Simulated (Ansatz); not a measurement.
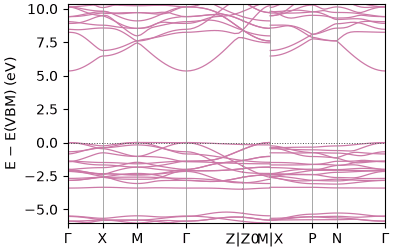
Figure. Band structure from plane-wave PAW LDA (Ansatz code)

Task: Read off the gap and where the band edges lie.

Result: About 5.3 eV (5.35 eV by a search for the band edges); maximum at M, minimum at Γ.

The material is SiO₂ in space group I4/mmm (No. 139; Si on 8h, O on 8f, O on 8i).

The first step of the workflow began from a Materials Project structure, measured or hypothetical; the Crystallography Open Database copy checked does not list it. It is not the phase usual at ambient conditions (space group No. 92, 152, 154). The LDA relaxation kept the symmetry of its start. At this level the phase is dynamically unstable (imaginary phonons).

Potentials: the later of the program's two PAW sets.
